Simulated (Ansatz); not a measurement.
**C4H8S2 (1,3-dithiane): B3LYP/6-31G(d) (spherical functions)**

Aim: the vertical singlet–triplet gap of C4H8S2 (1,3-dithiane) at B3LYP/6-31G* (spherical functions), from 2 runs. 

The calculation is run with Ansatz 0.2.0.

16 further runs of the same task are left out: 16 set aside as unsound or not needed.

## 1. The molecule

The species is C4H8S2 (14 atoms), meant as a singlet with charge 0. As SMILES, `C1CSCSC1`. The coordinates come from a PBE0-D4/def2-TZVP relaxation. This is one conformer, not always the lowest.

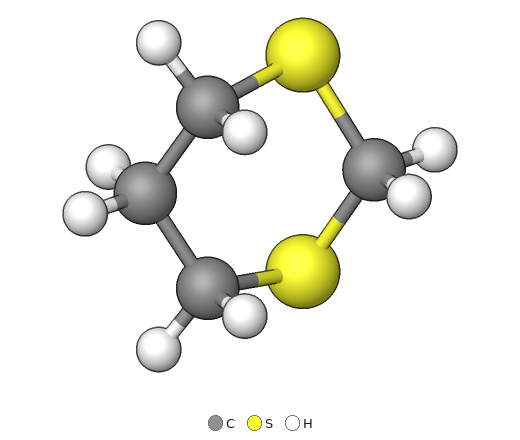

Viewed from a chosen angle; carbon grey, sulfur yellow, hydrogen white.

## 2. A single-point energy at B3LYP/6-31G(d) (spherical functions)

The input, run.yaml:

```yaml
crystal:
  periodic: [false, false, false]
  atoms:
    - {symbol: C, position_ang: [1.256860, 0.040180, -0.196830]}
    - {symbol: C, position_ang: [0.416360, 1.305280, -0.170760]}
    - {symbol: S, position_ang: [-1.126430, 1.188800, -1.099580]}
    - {symbol: C, position_ang: [-1.858430, -0.204000, -0.228720]}
    - {symbol: S, position_ang: [-0.906090, -1.728350, -0.288060]}
    - {symbol: C, position_ang: [0.600660, -1.134640, 0.508000]}
    - {symbol: H, position_ang: [1.481600, -0.230780, -1.231840]}
    - {symbol: H, position_ang: [2.209460, 0.251520, 0.304210]}
    - {symbol: H, position_ang: [0.189930, 1.594840, 0.861300]}
    - {symbol: H, position_ang: [0.957770, 2.135640, -0.628470]}
    - {symbol: H, position_ang: [-2.054570, 0.070550, 0.811470]}
    - {symbol: H, position_ang: [-2.814020, -0.410640, -0.712050]}
    - {symbol: H, position_ang: [1.269940, -1.997210, 0.521250]}
    - {symbol: H, position_ang: [0.376950, -0.881190, 1.550100]}
basis:
  gaussian:
    orbitals: 6-31G_st_-spherical.json
output: {orbitals: {seedname: orbitals}}
hamiltonian:
  xc: {name: B3LYP}
accuracy: high
```

The basis set 6-31G* is read from a file made from the Basis Set Exchange's data (not shown).

Command:

```
$ ansatz run run.yaml --threads 4 --pin off --max-ram 12180MiB --events-out events.jsonl --progress --plain --runs-dir runs
```

Output:

```text
Warning: RAYON_NUM_THREADS=4 ignored (pool sized by the plan → 4); use --threads N
Functional definition: B3LYP
  name "B3LYP"
  parameter a0 = 0.2
  parameter ax = 0.72
  parameter ac = 0.81
  exchange = (1 - a0 - ax)*slater_x + ax*b88_x + a0*exact_x
  correlation = (1 - ac)*vwn_rpa_c + ac*lyp_c
2722 factors; integrals over basis functions are off by at most 3.7e-9 eV
mean field evaluation 1: about -25942.4003 eV, gradient 5.1e1 eV
mean field evaluation 2: about -25937.6262 eV, gradient 6.7e1 eV
mean field evaluation 4: about -25948.7508 eV, gradient 9.1e-1 eV
mean field evaluation 8: about -25949.0838 eV, gradient 2.5e-1 eV
mean field evaluation 16: about -25949.0839 eV, gradient 3.4e-5 eV
mean field -25949.08394938 eV, -953.6112462187 hartree, gradient 3.5e-8 eV, S^2 0.000000; 0 other end points of the search recorded, 0 dependent functions left out
reference -25949.08398784 eV, -953.6112476324 hartree; 32, 32 occupied and 76, 76 virtual orbitals, 2722 factors
Total energy: -25949.08398784 eV, -953.6112476324 hartree
```

Wall time 5.7 s (4 threads of Intel Xeon Platinum 8259CL at 2.50GHz (Skylake/Cascade Lake), shared host); peak memory 0.55 GiB.

## 3. The triplet at the same level

The input, input.yaml:

```yaml
basis:
  gaussian: {orbitals: 6-31G_st_-spherical.json}
crystal:
  periodic: [false, false, false]
  atoms:
    - symbol: C
      position_ang: [1.256860, 0.040180, -0.196830]
    - symbol: C
      position_ang: [0.416360, 1.305280, -0.170760]
    - symbol: S
      position_ang: [-1.126430, 1.188800, -1.099580]
    - symbol: C
      position_ang: [-1.858430, -0.204000, -0.228720]
    - symbol: S
      position_ang: [-0.906090, -1.728350, -0.288060]
    - symbol: C
      position_ang: [0.600660, -1.134640, 0.508000]
    - symbol: H
      position_ang: [1.481600, -0.230780, -1.231840]
    - symbol: H
      position_ang: [2.209460, 0.251520, 0.304210]
    - symbol: H
      position_ang: [0.189930, 1.594840, 0.861300]
    - symbol: H
      position_ang: [0.957770, 2.135640, -0.628470]
    - symbol: H
      position_ang: [-2.054570, 0.070550, 0.811470]
    - symbol: H
      position_ang: [-2.814020, -0.410640, -0.712050]
    - symbol: H
      position_ang: [1.269940, -1.997210, 0.521250]
    - symbol: H
      position_ang: [0.376950, -0.881190, 1.550100]
magnetization: {spin_polarized: true, initial_magnetization: 2}
hamiltonian: {xc: {name: B3LYP}}
accuracy: high
output: {orbitals: {seedname: orbitals}}
```

The basis set 6-31G* is read from a file made from the Basis Set Exchange's data (not shown).

Command:

```
$ ansatz run input.yaml --threads 4 --pin off --max-ram 12180MiB --events-out events.jsonl --progress --plain --runs-dir runs
```

Output, shortened:

```text
Warning: RAYON_NUM_THREADS=4 ignored (pool sized by the plan → 4); use --threads N
[... 7 set-up lines as earlier in the session ...]
2722 factors; integrals over basis functions are off by at most 3.7e-9 eV
mean field evaluation 1: about -25936.4849 eV, gradient 3.9e1 eV
mean field evaluation 2: about -25928.4742 eV, gradient 5.4e1 eV
mean field evaluation 4: about -25943.7557 eV, gradient 2.4e0 eV
mean field evaluation 8: about -25944.1534 eV, gradient 3.6e-1 eV
mean field evaluation 16: about -25944.1544 eV, gradient 7.1e-4 eV
mean field evaluation 32: about -25944.1544 eV, gradient 1.4e-6 eV
mean field -25944.15437537 eV, -953.4300877155 hartree, gradient 3.9e-8 eV, S^2 2.005889; 2 other end points of the search recorded, 0 dependent functions left out
reference -25944.15441494 eV, -953.4300891696 hartree; 33, 31 occupied and 75, 77 virtual orbitals, 2722 factors
Total energy: -25944.15441494 eV, -953.4300891696 hartree
```

It took 17 s on 4 threads of Intel Xeon Platinum 8259CL at 2.50GHz (Skylake/Cascade Lake), shared host; peak memory 0.81 GiB.

## 4. Results

At B3LYP/6-31G* (spherical functions):

```
                                        quantity          value
                           singlet: total energy  -953.61125 Eh
                            singlet: HOMO energy       -5.87 eV
                            singlet: LUMO energy        0.60 eV
                          singlet: HOMO–LUMO gap        6.46 eV
                           triplet: total energy  -953.43009 Eh
     triplet: HOMO energy (highest over α and β)       -1.11 eV
                                   triplet: ⟨S²⟩          2.006
vertical energy of the triplet above the singlet       4.930 eV
```

What this shows: At this shape the triplet lies 4.93 eV (114 kcal/mol) above the singlet.
